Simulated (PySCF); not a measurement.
# C$_{3}$H$_{11}$Si$_{3}$ (SMILES [SiH2]/C=C\[SiH2]C[SiH3]) (doublet): what the fields show

```yaml
atoms:
  - { symbol: Si, position_ang: [2.2005, 0.0484, 1.3532] }
  - { symbol: C, position_ang: [1.9249, 1.0642, -0.1257] }
  - { symbol: C, position_ang: [1.1011, 0.8301, -1.1874] }
  - { symbol: Si, position_ang: [-0.0258, -0.6273, -1.4592] }
  - { symbol: C, position_ang: [-1.7626, -0.3411, -0.7122] }
  - { symbol: Si, position_ang: [-1.8555, -0.1708, 1.1697] }
  - { symbol: H, position_ang: [3.1424, 0.5460, 2.3448] }
  - { symbol: H, position_ang: [1.5637, -1.2137, 1.6689] }
  - { symbol: H, position_ang: [2.5138, 1.9804, -0.1492] }
  - { symbol: H, position_ang: [1.1007, 1.5816, -1.9701] }
  - { symbol: H, position_ang: [-0.1906, -0.8240, -2.9106] }
  - { symbol: H, position_ang: [0.5322, -1.8629, -0.8826] }
  - { symbol: H, position_ang: [-2.4055, -1.1667, -1.0202] }
  - { symbol: H, position_ang: [-2.1888, 0.5555, -1.1644] }
  - { symbol: H, position_ang: [-1.0402, 0.9599, 1.6285] }
  - { symbol: H, position_ang: [-3.2457, 0.0477, 1.5894] }
  - { symbol: H, position_ang: [-1.3717, -1.3954, 1.8172] }
```

Geometry: GFN2-xTB.

All numbers below come from PySCF, UKS B3LYP, pcH-1 on C H Si, non-relativistic, mean-field spin-orbit, GIAO.

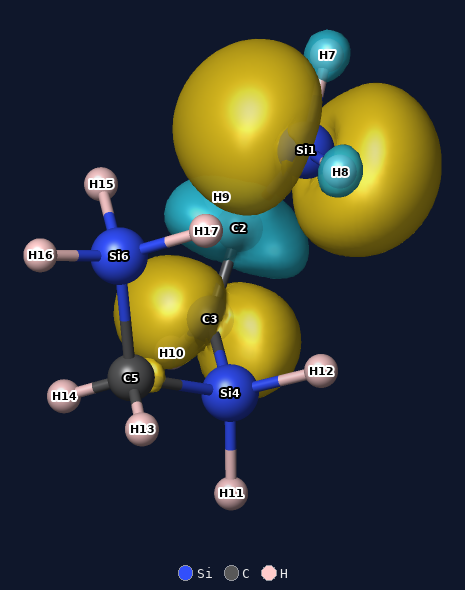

Figure 1. Isosurfaces of the spin density at +0.015 (yellow) and −0.015 e/Å³ (cyan), seen at an oblique angle.

Which atoms carry the spin?

The unpaired spin (1 electron) lies mostly on Si1 (about 0.7) and C3 (about 0.2), in electrons by Hirshfeld's partition.

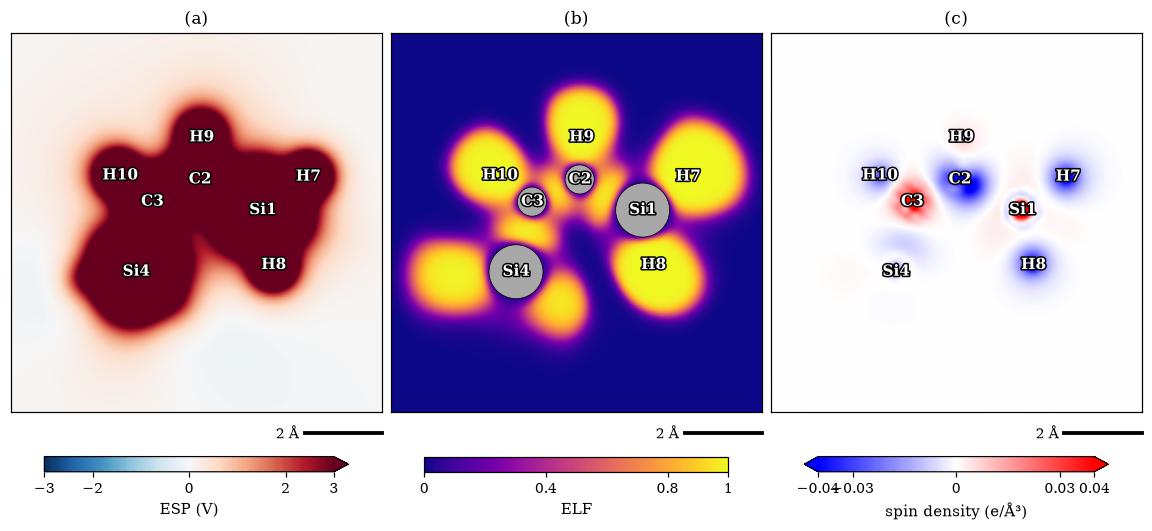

Figure 2. (a) molecular electrostatic potential; (b) ELF; (c) spin density on the plane of atoms C2, C3 and H10. Grey discs cover the atomic cores in the ELF map.

Describe what can be read from this map.

- The plane passes through Si, C and H nuclei.
- C–C (1.36 Å): the ELF peaks at about 0.95 between the atoms: a covalent bond.
- C–Si (1.82 Å): the ELF peaks at about 0.95 between the atoms (a shared electron pair).
- C–H (1.09 Å): the ELF climbs to about 1 towards the hydrogen, as it does in any bond to H (an ordinary covalent bond to hydrogen).
- C–Si (1.86 Å): the ELF peaks at about 0.95 between the atoms; a shared electron pair.
- Si–H (1.45 Å): the ELF climbs to about 1 towards the hydrogen.
- The potential has no marked negative region in this plane.

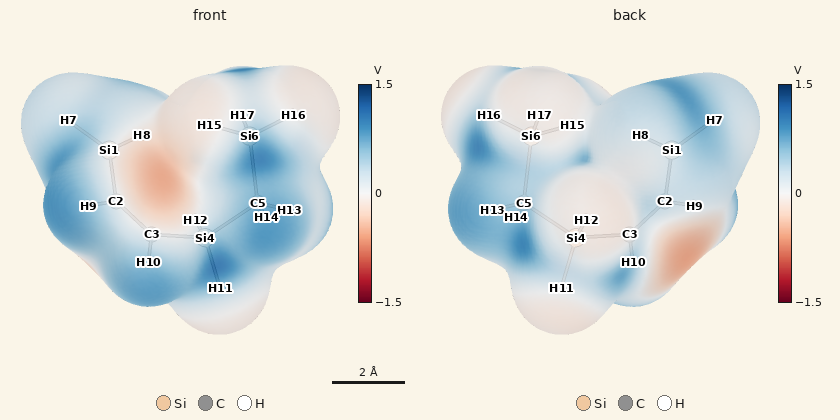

Figure 3. The electrostatic potential painted on the density surface at 0.002 e/bohr³, seen from the front and from behind; red is negative and blue positive.

Which sites attract a positive test charge, and which a negative one?

A positive charge is drawn to the negative regions and a negative charge to the positive ones. The most negative region (about −0.6 V) lies over the π face of C2 and C3, the most positive (about +1.0 V) over Si4 and Si6.
